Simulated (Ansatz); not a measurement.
**BCl2F (dichlorofluoroborane) at SVWN5/STO-3G**

Aim: the energy change on altering one bond length of BCl2F (dichlorofluoroborane) at SVWN5/STO-3G, from 2 runs. 

The results are computed with Ansatz 0.2.0.

67 further runs of the same task are left out: 4 that didn't finish, 63 set aside as unsound or not needed.

## 1. Starting point

The species is BCl2F (4 atoms), meant as a singlet with charge 0. As SMILES, `FB(Cl)Cl`. The shape is that of a PBE0-D4/def2-TZVP optimisation.

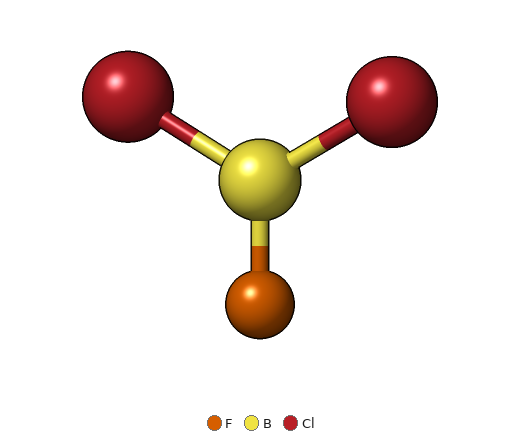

The structure, seen from a chosen angle (fluorine orange, boron yellow, chlorine red).

## 2. A single-point energy at SVWN5/STO-3G

Contents of molecule.yaml:

```yaml
crystal:
  periodic: [false, false, false]
  atoms:
    - symbol: F
      position_ang: [0.114370, -1.165320, -0.781190]
    - symbol: B
      position_ang: [0.007910, -0.080610, -0.054040]
    - symbol: Cl
      position_ang: [-1.549540, 0.373780, 0.571420]
    - symbol: Cl
      position_ang: [1.427260, 0.872140, 0.263810]
basis:
  gaussian:
    orbitals: STO-3G
accuracy: high
hamiltonian:
  xc: {name: SVWN5}
```

The run is started by

```console
ansatz run molecule.yaml --threads 1 --pin off --max-ram 3480MiB --events-out events.jsonl --progress --plain --runs-dir runs
```

The program printed:

```text
Warning: RAYON_NUM_THREADS=1 ignored (pool sized by the plan → 1); use --threads N
Functional definition: SVWN5
  name "SVWN5"
  exchange = slater_x
  correlation = vwn5_c
522 factors; integrals over basis functions are off by at most 3.1e-8 eV
mean field evaluation 1: about -28012.2776 eV, gradient 2.0e1 eV
mean field evaluation 2: about -28008.8347 eV, gradient 3.9e1 eV
mean field evaluation 4: about -28014.0213 eV, gradient 2.4e0 eV
mean field evaluation 8: about -28014.0022 eV, gradient 3.2e-2 eV
mean field evaluation 16: about -28014.0022 eV, gradient 3.6e-8 eV
mean field -28014.00222857 eV, -1029.4955933272 hartree, gradient 3.6e-8 eV, S^2 0.000000; 0 other end points of the search recorded, 0 dependent functions left out
reference -28014.00223001 eV, -1029.4955933802 hartree; 24, 24 occupied and 4, 4 virtual orbitals, 522 factors
Total energy: -28014.00223001 eV, -1029.4955933802 hartree
```

Wall time 1 s (1 thread of Arm Neoverse V1, shared host); peak memory 0.097 GiB.

## 3. The distorted shape, same level

Changes to molecule.yaml since step 2:

```diff
@@ -4,3 +4,3 @@
     - symbol: F
-      position_ang: [0.114370, -1.165320, -0.781190]
+      position_ang: [0.140987, -1.436518, -0.962991]
     - symbol: B
```

The run is started by

```console
ansatz run molecule.yaml --threads 1 --pin off --max-ram 3480MiB --events-out events.jsonl --progress --plain --runs-dir runs
```

The program printed:

```text
Warning: RAYON_NUM_THREADS=1 ignored (pool sized by the plan → 1); use --threads N
Functional definition: SVWN5
  name "SVWN5"
  exchange = slater_x
  correlation = vwn5_c
520 factors; integrals over basis functions are off by at most 3.8e-8 eV
mean field evaluation 1: about -28010.1902 eV, gradient 2.3e1 eV
mean field evaluation 2: about -27996.4873 eV, gradient 7.8e1 eV
mean field evaluation 4: about -28012.1721 eV, gradient 5.6e0 eV
mean field evaluation 8: about -28012.2179 eV, gradient 1.7e-1 eV
mean field evaluation 16: about -28012.2181 eV, gradient 6.4e-8 eV
mean field -28012.21806180 eV, -1029.4300264077 hartree, gradient 1.3e-8 eV, S^2 0.000000; 0 other end points of the search recorded, 0 dependent functions left out
reference -28012.21806324 eV, -1029.4300264606 hartree; 24, 24 occupied and 4, 4 virtual orbitals, 520 factors
Total energy: -28012.21806324 eV, -1029.4300264606 hartree
```

Wall time 1 s (1 thread of Arm Neoverse V1, shared host); peak memory 0.098 GiB.

## 4. What came out

At SVWN5/STO-3G:

| quantity | value |
| --- | --- |
| first shape: total energy | -1029.49559 Eh |
| distorted shape: total energy | -1029.43003 Eh |
| energy change with the F1–B2 bond stretched from 1.310 to 1.638 Å | 1.784 eV |

What this shows: With the F1–B2 bond stretched from 1.310 to 1.638 Å the energy rises by 1.78 eV (41 kcal/mol). The first shape isn't relaxed at this level, so the change isn't measured from a minimum. The minimal basis adds a large error of its own.
